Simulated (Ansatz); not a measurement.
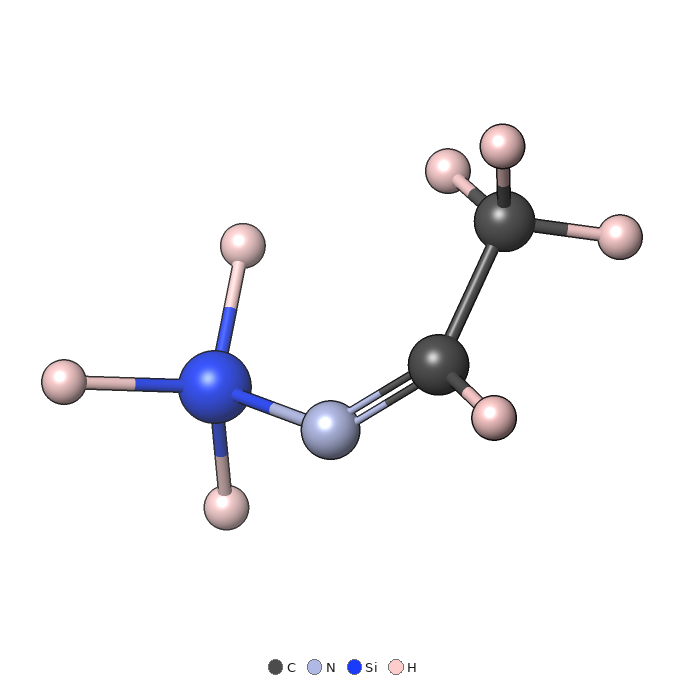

Rendered structure (ball-and-stick style). Multiple sticks mark multiple bonds (one Kekulé form).

Identify the structure.

It has 11 atoms: 2 carbon, 7 hydrogen, 1 nitrogen and 1 silicon (C2H7NSi). SMILES: `C/C=N\[SiH3]`. It has no ring. Among its groups: imine, Si–H bond, Si–N bond. The point group is Cs. Coordination: 1 C tetrahedral; 1 C trigonal planar; 1 N bent; 1 Si tetrahedral.

The parts below concern this one geometry. Atoms keep their numbers from picture to picture. The computed structure is the end point of a PBE0-D4/def2-TZVP optimisation.

## Geometry

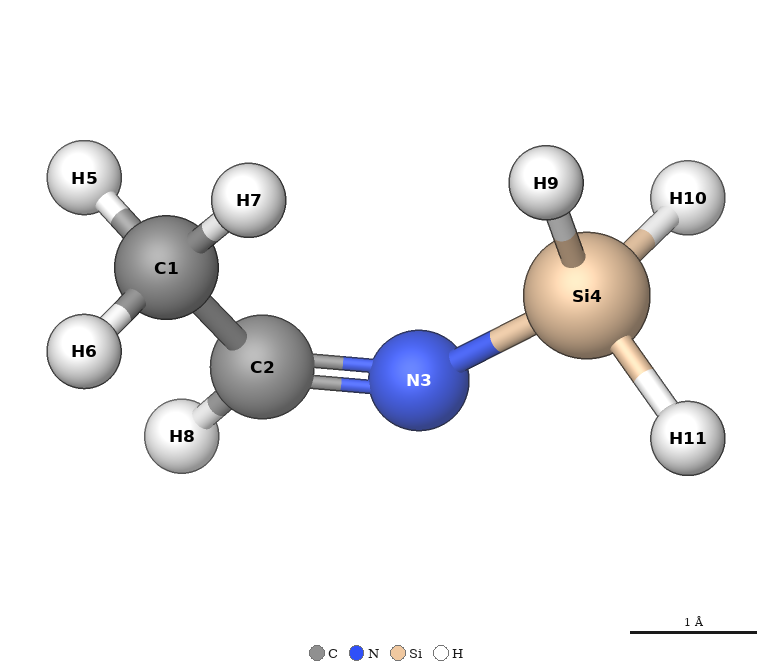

Numbered structure.

List the bonds and their lengths.

```tsv
bond	length (Å)	order
C1–C2	1.495	single
C1–H5	1.095	single
C1–H6	1.095	single
C1–H7	1.090	single
C2–N3	1.258	double
C2–H8	1.101	single
N3–Si4	1.729	single
Si4–H9	1.495	single
Si4–H10	1.484	single
Si4–H11	1.484	single
```

## Vibrations

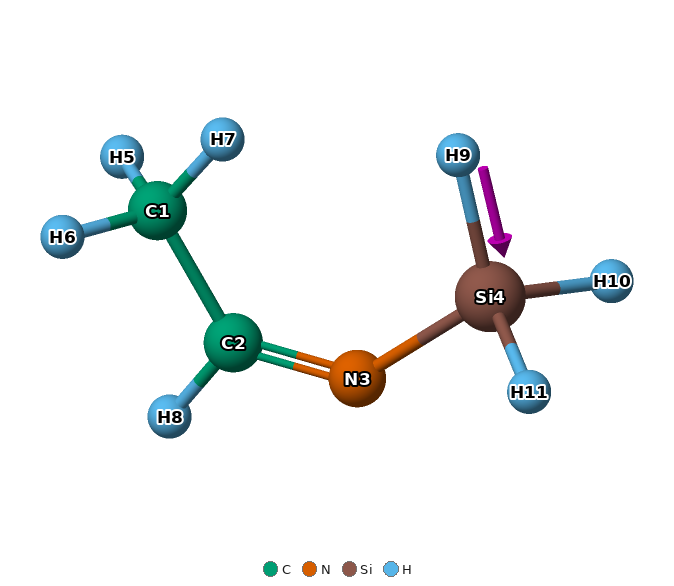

The arrows show one normal mode. Harmonic vibrations computed with RKS PBE0-D4/def2-TZVP (Ansatz 0.2.0) at a stationary point of the same level.

What kind of motion is it?

Mostly Si–H stretching.

Estimate its harmonic wavenumber.

2171 cm⁻¹; it is mode 21 of 27 counted from the lowest.

## Thermal motion

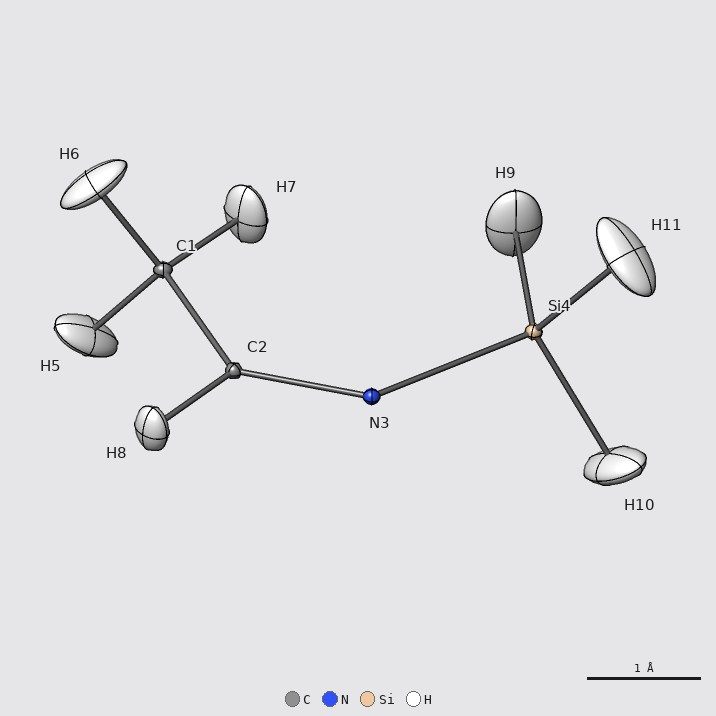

Displacement ellipsoids at the 50 % level, from the internal vibrations of the free molecule (harmonic, no overall translation or rotation; no half-axis is drawn under 0.075 Å). Vibrations computed with RKS PBE0-D4/def2-TZVP (Ansatz 0.2.0). Temperature: 0 K (zero-point motion alone).

Which atom moves most?

H10, H11, with U_eq = 0.0326 Å².

Does H10 move more along its bond or across it?

Across it: the root-mean-square amplitude is 0.087 Å along the bond and up to 0.261 Å across, since bending and torsion are softer than stretching.

List U_eq and the three principal root-mean-square amplitudes for each kind of atom.

| atom | U_eq (Å²) | rms amplitudes (Å) |
| --- | --- | --- |
| C1 | 0.0016 | 0.029, 0.032, 0.054 |
| C2 | 0.0013 | 0.029, 0.037, 0.042 |
| N3 | 0.0018 | 0.027, 0.047, 0.049 |
| Si4 | 0.00050 | 0.013, 0.017, 0.032 |
| H5, H6 | 0.0245 | 0.081, 0.130, 0.224 |
| H7 | 0.0225 | 0.081, 0.142, 0.202 |
| H8 | 0.0140 | 0.080, 0.112, 0.152 |
| H9 | 0.0302 | 0.088, 0.160, 0.239 |
| H10, H11 | 0.0326 | 0.087, 0.148, 0.261 |

## Dipole moment

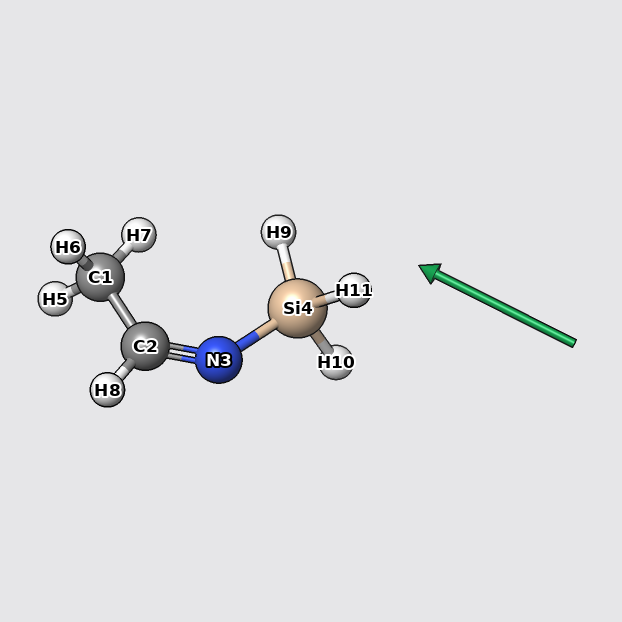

The arrow beside the molecule shows the direction of the dipole moment, from the negative to the positive end (its length means nothing). Properties computed with RKS PBE0-D4/def2-TZVP (Ansatz 0.2.0).

How large is the dipole moment?

2.20 D; it points from the side of H10, H11 to the side of H5, H6 (the outermost atoms at the two ends).
